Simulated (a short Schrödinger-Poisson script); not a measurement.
System: symmetric double-gate stack, SiO2 on p-type Ge(100), at 77 K.

```
layer  material  thickness (nm)  Na (cm⁻³)
-----  --------  --------------  ---------
1          SiO2             3.4          -
2            Ge               4       1e18
3          SiO2             3.4          -
```

The device is made up for the run: typed textbook-type constants, with dimensions and the other settings drawn at random. SiO2: permittivity 3.9, conduction-band edge (eV) 3.1, gap (eV) 9, electron mass (mₑ) 0.5. Ge: permittivity 16, conduction-band edge (eV) 0, gap (eV) 0.664, Nv at 300 K (cm⁻³) 6e18.

Channel valleys (confinement mass, in-plane density-of-states mass, number): L4 0.12, 0.295, 4. At the gates, both at one voltage, the conduction-band edge of layer 1 lies 3.26 eV − eVg above the Fermi level of the channel. Gaps are held at their typed values at every temperature. Mesh 0.03 nm at interfaces.

Solved with a short Schrödinger-Poisson script written for these runs: 1D Poisson equation in equilibrium, electrons quantum, Hartree (BenDaniel-Duke, 12 states a valley, the channel's in-plane mass for all, wave functions free to enter the dielectric), parabolic valleys, classical holes, full ionisation, no traps, pinning or gate leakage.

Only gate voltages with over 1e8 electrons/cm² are shown.

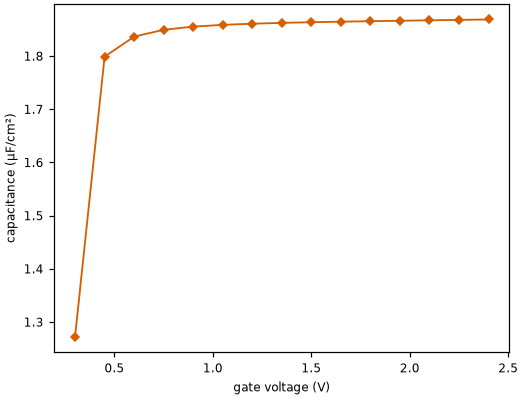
*Quasi-static capacitance against gate voltage*

| Vg (V) | electrons (cm⁻²) | C (μF/cm²) | L4 E0 (meV) | L4 E1 (meV) |
|---|---|---|---|---|
| 0.3 | 1.59e11 | 1.27 | 19.9 | 375.3 |
| 0.6 | 3.44e12 | 1.84 | -4.1 | 345.7 |
| 0.9 | 6.90e12 | 1.86 | -13.1 | 330.8 |
| 1.2 | 1.04e13 | 1.86 | -20.8 | 317.4 |
| 1.5 | 1.39e13 | 1.86 | -28.0 | 304.5 |
| 1.8 | 1.74e13 | 1.87 | -35.2 | 291.8 |
| 2.1 | 2.09e13 | 1.87 | -42.3 | 279.2 |
| 2.4 | 2.44e13 | 1.87 | -49.4 | 266.7 |

Subbands count from the Fermi level. The capacitance is that of both gates.

Only the L valleys are kept; under strong confinement the Δ valleys of Ge fill too.
